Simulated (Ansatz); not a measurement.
A series of calculations on SiHCl3 and related structures

Part 1: Relaxation

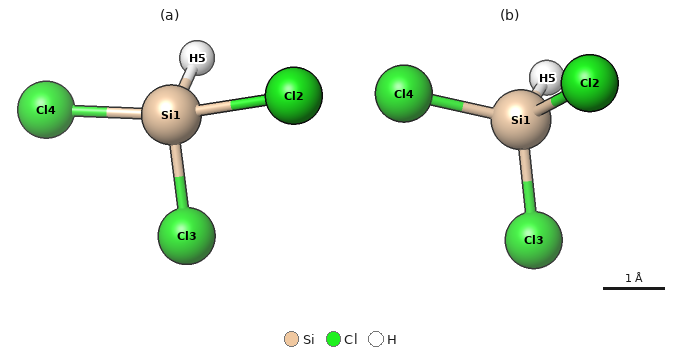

The structure of SiHCl₃ before (left) and after (right) a relaxation, at one scale.

A ball-and-stick model, seen at a tilt.

It is one of the separated reactants of a reaction.

The calculation used RKS PBE0-D4/def2-TZVP (Ansatz). Set-up: force threshold 0.005 eV/Å; at most 200 steps.

What changed between the two?

Answer. Cl2 moves most after the best rigid fit: 0.83 Å. Largest moves by element: Cl 0.83 Å, H 0.58 Å, Si 0.32 Å. Among the contacts that change: Si1–Cl2 2.275 → 2.030 Å, Si1–Cl4 2.167 → 2.030 Å, Si1–Cl3 2.040 → 2.030 Å, Si1–H5 1.465 → 1.469 Å. Bond angles that change, for instance: Cl2–Si1–Cl4 166.1° → 109.5°, Cl2–Si1–H5 87.1° → 109.4°, Cl4–Si1–H5 93.4° → 109.4°. After 7 geometry steps the energy has fallen by 211.1 kJ/mol. The largest force component goes from 2.2 to 0.00026 eV/Å.

Part 2: Relaxation

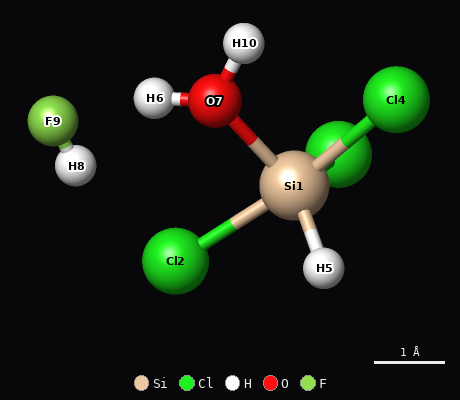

SiH₄OCl₃F (started from a transition state, displaced along its imaginary mode), before the relaxation. Style: ball-and-stick. Shown at a tilt.

Level of theory: RKS PBE0-D4/def2-TZVP in Ansatz 0.2.0.

The input:
```yaml
crystal:
  periodic: [false, false, false]
  atoms:
    - {symbol: Si, position_ang: [-0.076036, 0.787108, -0.776042]}
    - {symbol: Cl, position_ang: [1.287201, -0.812255, -1.176878]}
    - {symbol: Cl, position_ang: [-1.528255, 0.106557, -2.054160]}
    - {symbol: Cl, position_ang: [-1.281628, 2.403881, 0.076248]}
    - {symbol: H, position_ang: [0.986309, 1.726881, -1.174021]}
    - {symbol: H, position_ang: [0.049984, -0.714013, 1.136863]}
    - {symbol: O, position_ang: [-0.218545, 0.127166, 0.915435]}
    - {symbol: H, position_ang: [0.972159, -1.988398, 0.435212]}
    - {symbol: F, position_ang: [0.734517, -2.166868, 1.156176]}
    - {symbol: H, position_ang: [-0.925605, 0.530140, 1.461166]}
basis:
  gaussian: {orbitals: def2-TZVP}
hamiltonian: {xc: pbe0, dispersion: d4}
relax: {f_tol: 0.005, max_steps: 200}
```

Command:
```bash
ansatz run in.yaml --threads 8 --pin off --events-out ev --progress --plain --max-ram 19148MiB
```

Predict the outcome.

Answer. F9 moves most after the best rigid fit: 0.26 Å. Largest moves by element: F 0.26 Å, Cl 0.22 Å, H 0.16 Å, O 0.13 Å, Si 0.07 Å. Among the contacts that change: H8–F9 0.780 → 0.968 Å, Si1–Cl2 2.139 → 2.275 Å, H6–O7 0.910 → 1.007 Å, Cl2–H8 2.020 → 1.931 Å. Among the angles between lasting bonds that change: Si1–O7–H10 115.1° → 110.8°, Cl2–Si1–O7 87.3° → 84.2°, H5–Si1–O7 122.6° → 124.9°. After 13 accepted moves (16 points after the start) the energy has fallen by 32.1 kcal/mol. Largest force component: 15 eV/Å at the start, 0.0037 eV/Å at the end. The line search rejected the trial steps at points 2, 6, 10 of the run. The run took 53 s on 8 threads of Arm Neoverse V2, with other jobs on the host.

Final geometry:

```xyz
10

Si   -0.0847    0.8424   -0.7405
Cl    1.4774   -0.7760   -1.0804
Cl   -1.4693   -0.0459   -1.9474
Cl   -1.3629    2.3966    0.0635
H     0.8991    1.7973   -1.2555
H     0.0563   -0.7708    1.1543
O    -0.1175    0.2002    0.9495
H     0.9438   -2.0380    0.2807
F     0.4834   -2.2256    1.1111
H    -0.8255    0.6199    1.4647
```

The end point in the same view:

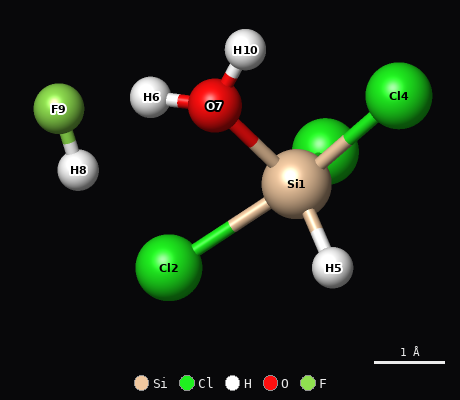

Part 3: Reaction

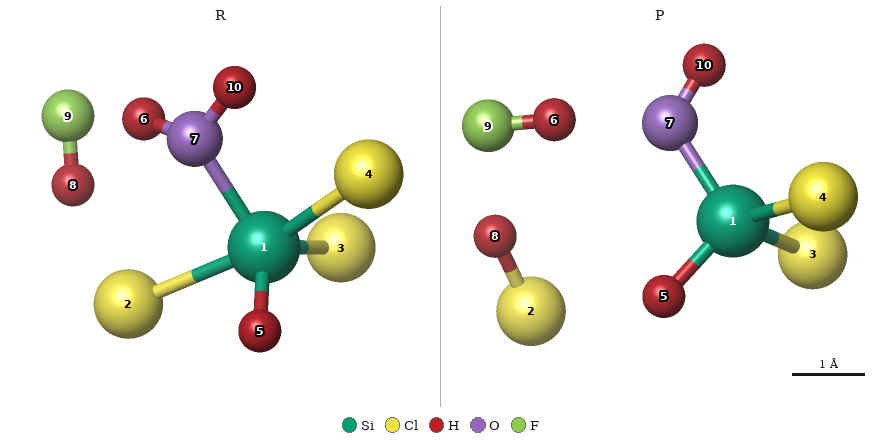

Reactant (R) and product (P) of one elementary step of SiH$_{4}$OCl$_{3}$F. The picture is a ball-and-stick view, seen at a tilt.

Stationary points at PBE0-D4/def2-TZVP, single-point energies with CCSD(T)/CBS, CAM-B3LYP-D4, PBE0-D4, wB97X-V, wB97M-V, BHLYP-D4 (def2-TZVPP where no basis is named; Ansatz 0.2.0). The energies are electronic, without zero-point or thermal terms, and both ends are the minima reached downhill from the saddle, with any fragments still in contact. CCSD(T)/CBS stands for a frozen-core estimate: MP2 correlation extrapolated from def2-TZVPP and def2-QZVPP, CCSD(T) minus MP2 from the smaller set.

R:
```xyz
10

Si   -0.0822    0.8442   -0.7387
Cl    1.4753   -0.7779   -1.0819
Cl   -1.4692   -0.0376   -1.9477
Cl   -1.3561    2.4003    0.0684
H     0.9043    1.7975   -1.2515
H     0.0540   -0.7734    1.1526
O    -0.1170    0.1985    0.9499
H     0.9380   -2.0412    0.2764
F     0.4770   -2.2293    1.1064
H    -0.8239    0.6191    1.4660
```

P:
```xyz
10

Si   -0.5065    1.1913   -0.4850
Cl    1.5593   -1.9534   -1.4668
Cl   -1.6317    0.5190   -2.0304
Cl   -1.1414    3.0606    0.0041
H     0.9219    1.1899   -0.8037
H     0.4249   -0.8560    1.3739
O    -0.6953    0.2048    0.8246
H     1.5478   -1.9625   -0.1724
F     1.1004   -1.4902    1.5692
H    -1.5793    0.0967    1.1866
```

### What is the transition state like, and how high is the barrier?

Counted by bonded pieces, R holds HF + SiH₃Cl₃O and P holds HCl + HF + SiH₂Cl₂O. From R over the saddle to P, bonds form: Cl2–H8 (1.93 → 1.59 → 1.29 Å), H6–F9 (1.52 → 1.20 → 0.95 Å). Bonds break: Si1–Cl2 (2.27 → 2.57 → 3.89 Å), H6–O7 (1.01 → 1.13 → 1.64 Å), H8–F9 (0.97 → 1.10 → 1.86 Å). The saddle has one imaginary mode, 574i cm⁻¹. With CCSD(T)/CBS the barrier is 5.0 kcal/mol from R and 21.5 kcal/mol from P, and P lies 16.5 kcal/mol below R.

```
       level  barrier from R (kcal/mol)  barrier from P (kcal/mol)  P less R (kcal/mol)
 CCSD(T)/CBS                        5.0                       21.5                −16.5
CAM-B3LYP-D4                        2.5                       19.8                −17.3
     PBE0-D4                        2.8                       16.0                −13.2
     wB97X-V                        3.7                       19.8                −16.1
     wB97M-V                        4.1                       18.6                −14.5
    BHLYP-D4                        4.7                       23.7                −19.0
```

Against CCSD(T)/CBS, BHLYP-D4 comes closest on the barrier from R (−0.4 kcal/mol) and CAM-B3LYP-D4 misses most (−2.5 kcal/mol).

Saddle geometry:

```xyz
10

Si   -0.2072    0.8916   -0.6735
Cl    1.4324   -1.0275   -1.1302
Cl   -1.4799    0.0515   -2.0091
Cl   -1.3621    2.5105    0.0333
H     0.9762    1.6215   -1.1144
H     0.0982   -0.9154    1.1358
O    -0.2377    0.1380    0.8885
H     1.0457   -1.8259    0.1940
F     0.5786   -2.0190    1.1747
H    -0.8440    0.5749    1.5009
```

The saddle point in the same view, with dashed sticks for the bonds that form or break:

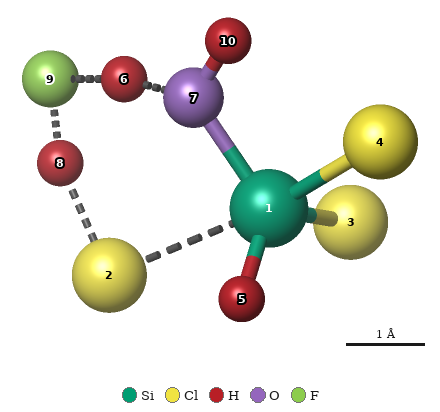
